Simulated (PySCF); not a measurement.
Consider BF₅HP.

```json
{"atom": "F", "x (Å)": "1.5715", "y (Å)": "-1.3600", "z (Å)": "-0.6246"}
{"atom": "P", "x (Å)": "1.1829", "y (Å)": "-0.1708", "z (Å)": "0.3763"}
{"atom": "F", "x (Å)": "1.8858", "y (Å)": "1.0636", "z (Å)": "-0.3641"}
{"atom": "B", "x (Å)": "-1.6720", "y (Å)": "0.2097", "z (Å)": "-0.1795"}
{"atom": "F", "x (Å)": "-1.2555", "y (Å)": "0.3191", "z (Å)": "-1.4230"}
{"atom": "F", "x (Å)": "-1.8347", "y (Å)": "1.2879", "z (Å)": "0.5521"}
{"atom": "F", "x (Å)": "-2.0533", "y (Å)": "-0.9603", "z (Å)": "0.2793"}
{"atom": "H", "x (Å)": "2.2308", "y (Å)": "-0.4087", "z (Å)": "1.3314"}
```

Geometry: PBE0-D3(BJ)/def2-SVP; at this geometry the atoms fall into two loosely joined parts.

The calculation used PBE0/pcSseg-1, SCF density, gas phase, non-relativistic in PySCF 2.14.0.

### Predict the electron density and electron localisation function between the atoms.

B–F (1.31 Å): ρ is about 2.3 e/Å³ halfway; the ELF peaks at about 0.85 between the atoms (a shared but strongly polarised pair).

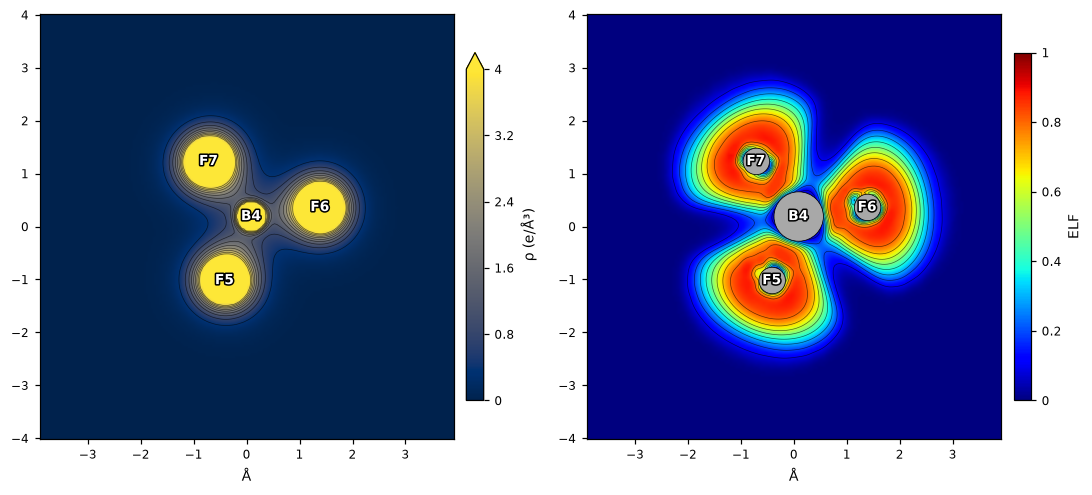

Computed electron density and electron localisation function on the plane of atoms F6, B4 and F7, in this order. Grey discs cover the atomic cores in the ELF map. 
